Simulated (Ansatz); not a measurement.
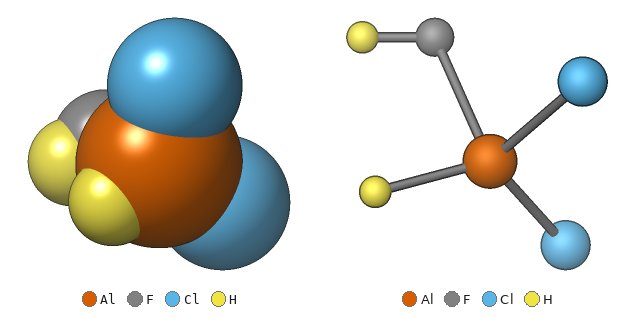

Both panels show the same species.

Computed geometry: PBE0-D4/def2-TZVP optimisation.

Describe the molecule.

It has 6 atoms: 1 aluminium, 2 chlorine, 1 fluorine and 2 hydrogen (AlCl₂FH₂). This geometry has Cs symmetry. Coordination, clear cases only: 1 F bent.

More results for the same structure follow; atom numbers are the same in all pictures, views and colours differ.

### Geometry

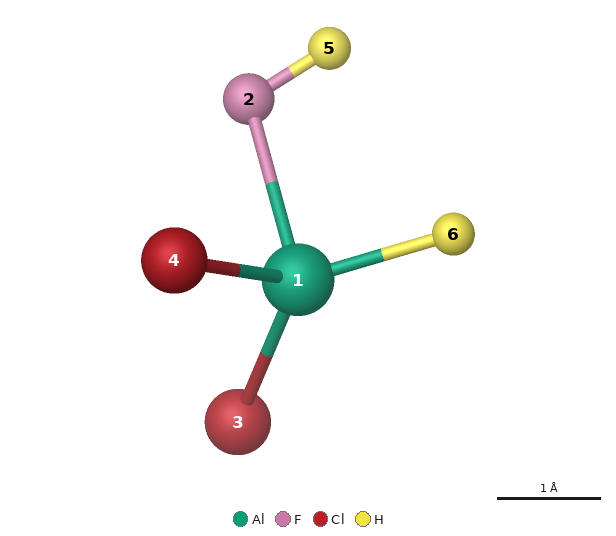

The atoms are numbered.

Estimate the angles F2–Al1–Cl3, F2–Al1–H6, Cl3–Al1–Cl4, Cl3–Al1–H6, Al1–F2–H5.

```
      angle  degrees
 F2–Al1–Cl3     99.9
  F2–Al1–H6     90.3
Cl3–Al1–Cl4    117.7
 Cl3–Al1–H6    119.2
  Al1–F2–H5    107.5
```

### Electronic properties

Method: RKS PBE0-D4/def2-TZVP (Ansatz 0.2.0).

Give the dipole moment at this level.

Answer. 4.17 D.

Estimate the harmonic zero-point energy.

Answer. 57.7 kJ/mol.

### Vibrations

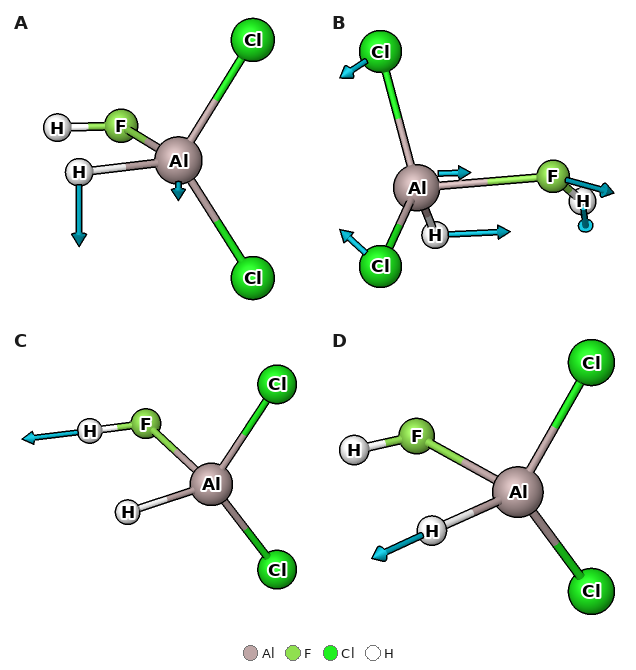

4 normal modes of one molecule or complex, as arrows. Harmonic vibrations computed with RKS PBE0-D4/def2-TZVP (Ansatz 0.2.0) at a stationary point of the same level.

Match the panels to the wavenumbers 133 cm⁻¹, 569 cm⁻¹, 1950 cm⁻¹, 3972 cm⁻¹.

Answer. A: 569 cm⁻¹
B: 133 cm⁻¹, angle bending
C: 3972 cm⁻¹, F–H stretching
D: 1950 cm⁻¹, Al–H stretching

### Charges

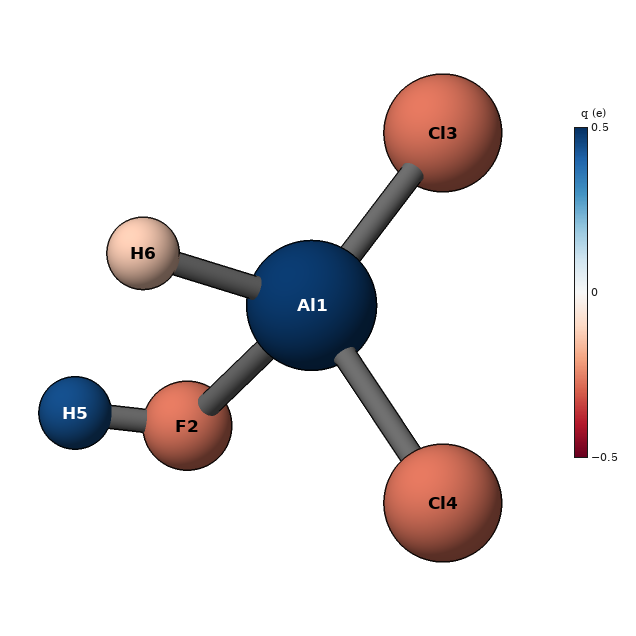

Atoms are coloured by their Mulliken charges. Level of theory: RKS PBE0-D4/def2-TZVP (Ansatz 0.2.0).

Which atom carries the highest charge (most positive or least negative)?

Answer. Al1 (0.48 e).

And the lowest?

Answer. Cl3, Cl4 (−0.27 e).

List the Mulliken charges.

```json
{"atom": "Al1", "value (e)": "0.48"}
{"atom": "F2", "value (e)": "−0.26"}
{"atom": "Cl3", "value (e)": "−0.27"}
{"atom": "Cl4", "value (e)": "−0.27"}
{"atom": "H5", "value (e)": "0.44"}
{"atom": "H6", "value (e)": "−0.13"}
```

Mulliken values depend strongly on the basis set and can even reverse the polarity of a bond.
